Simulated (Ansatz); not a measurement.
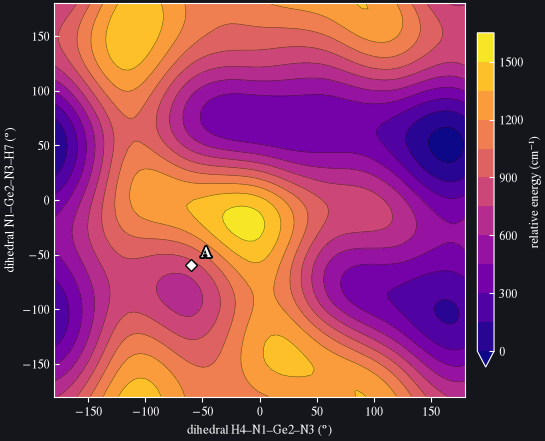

GeH₅N₂, SMILES [NH][GeH2][NH2], spin multiplicity 2. 
- Coordinates scanned: (1) dihedral H4–N1–Ge2–N3; (2) dihedral N1–Ge2–N3–H7.
- Nothing is relaxed (all other coordinates rigid).
- The scan uses a 12 × 12 grid.
- All energies are given in cm⁻¹ relative to the lowest grid point.
- All numbers below come from Ansatz, UKS r2SCAN0-D4/def2-SVP.

Drawn: filled contours, the point A. Between grid points the surface is interpolated.

### Which way does the force act at A, and how strong is it?

A, at dihedral H4–N1–Ge2–N3 = −60°, dihedral N1–Ge2–N3–H7 = −60°, is not a stationary point. The computed force is 6 cm⁻¹ for each degree towards smaller values of dihedral H4–N1–Ge2–N3 and 10 cm⁻¹ for each degree towards smaller values of dihedral N1–Ge2–N3–H7.
